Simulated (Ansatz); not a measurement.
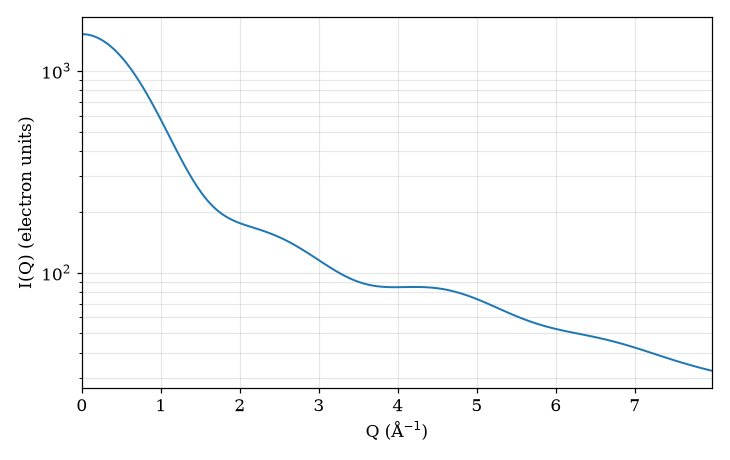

Elastic X-ray scattering of a randomly oriented, rigid molecule, calculated with the Debye equation from neutral-atom form factors (independent atoms, no Compton part, no vibration). The geometry is the end point of an optimisation (Ansatz, RKS PBE0/cc-pVDZ); it may be a saddle point or a higher isomer. It contains O, C, Si, H.

> How many electrons does the independent-atom model of the molecule hold?

I(0) is the square of the electron number: I(0) = 1520, so about 39 electrons, the count of C2H5OSi counted as neutral atoms.

> What radius of gyration does the initial fall-off give?

From I(Q) ≈ I(0) exp(−Q²R²/3) at small Q, R ≈ 1.78 Å. It is larger than the electron-weighted radius of the nuclear positions alone (1.61 Å), because each atom's electron cloud adds to it.
